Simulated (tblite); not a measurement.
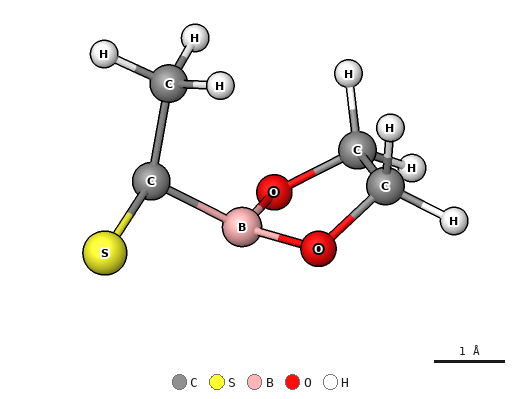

This is the input geometry for a relaxation of C4H7BO2S (charge −1, multiplicity 2). A ball-and-stick model, seen at a tilt.

Theory: GFN2-xTB geometry optimisation, gas phase in tblite 0.8.0.

```xyz
15

C     1.9104   -0.5826    0.0803
C     1.4157    0.2913   -1.0888
S     2.3941    1.7776   -1.1807
B    -0.1341    0.6551   -0.9731
O    -0.5679    1.5047    0.1327
C    -1.3257    0.6072    0.8866
C    -1.6625   -0.6001    0.0031
O    -1.0914   -0.3938   -1.2532
H     1.7904   -0.0495    1.0503
H     2.9690   -0.8340   -0.0581
H     1.3238   -1.5310    0.1125
H    -0.7427    0.2888    1.7858
H    -2.2558    1.1118    1.2422
H    -1.2595   -1.5424    0.4498
H    -2.7683   -0.6951   -0.0962
```

**What does the optimiser find from here?**

After 131 geometry steps the energy has fallen by 1.890 eV. The atom that moves furthest after the best rigid fit is H9 (1.92 Å). By element the largest moves are H 1.92 Å, O 1.55 Å, B 1.12 Å, S 0.92 Å, C 0.89 Å. Near-neighbour distances that change, for instance: C2–B4 1.596 → 1.487 Å, C2–S3 1.782 → 1.715 Å, B4–O5 1.460 → 1.412 Å, C1–C2 1.541 → 1.510 Å. Bond angles that change, for instance: S3–C2–B4 110.3° → 123.6°, C2–B4–O5 118.4° → 128.2°, B4–O5–C6 101.3° → 109.7°. Cost: 1.3 s on 1 thread of Arm Neoverse N1, on a shared host.

Step by step:

| step | E − E(0), eV |
| --- | --- |
| 0 | 0.0000 |
| 1 | -0.2085 |
| 2 | -0.3545 |
| 3 | -0.3913 |
| 4 | -0.4538 |
| 5 | -0.4837 |
| 6 | -0.5386 |
| 7 | -0.5774 |
| 8 | -0.6359 |
| 9 | -0.6918 |
| 10 | -0.7531 |
| 16 | -1.0354 |
| 23 | -1.2838 |
| 29 | -1.5009 |
| 35 | -1.7061 |
| 42 | -1.7645 |
| 48 | -1.8128 |
| 55 | -1.8401 |
| 61 | -1.8576 |
| 67 | -1.8765 |
| 74 | -1.8829 |
| 80 | -1.8832 |
| 86 | -1.8837 |
| 93 | -1.8846 |
| 99 | -1.8848 |
| 106 | -1.8857 |
| 112 | -1.8881 |
| 118 | -1.8894 |
| 125 | -1.8901 |
| 131 | -1.8904 |

The structure at the end:

```xyz
15

C     2.4446   -0.7498   -0.5570
C     1.6292    0.4820   -0.2459
S     2.4882    1.9661   -0.2893
B     0.1798    0.3802    0.0712
O    -0.7211    1.4221    0.3814
C    -1.9854    0.8961    0.6117
C    -1.8519   -0.6361    0.4287
O    -0.5214   -0.8693    0.1026
H     3.2747   -0.8563    0.1480
H     2.8802   -0.6863   -1.5590
H     1.8157   -1.6383   -0.5008
H    -2.3168    1.1536    1.6299
H    -2.7047    1.3265   -0.1028
H    -2.1109   -1.1774    1.3528
H    -2.5048   -1.0052   -0.3785
```

After the run, drawn alike:

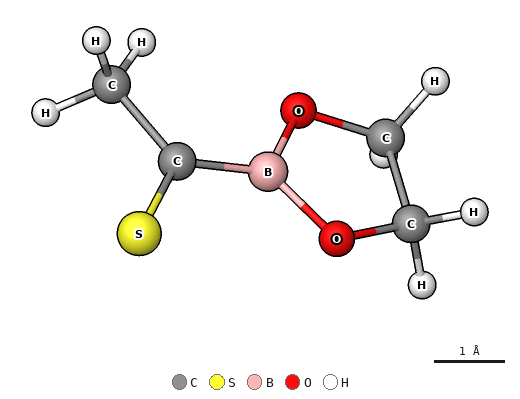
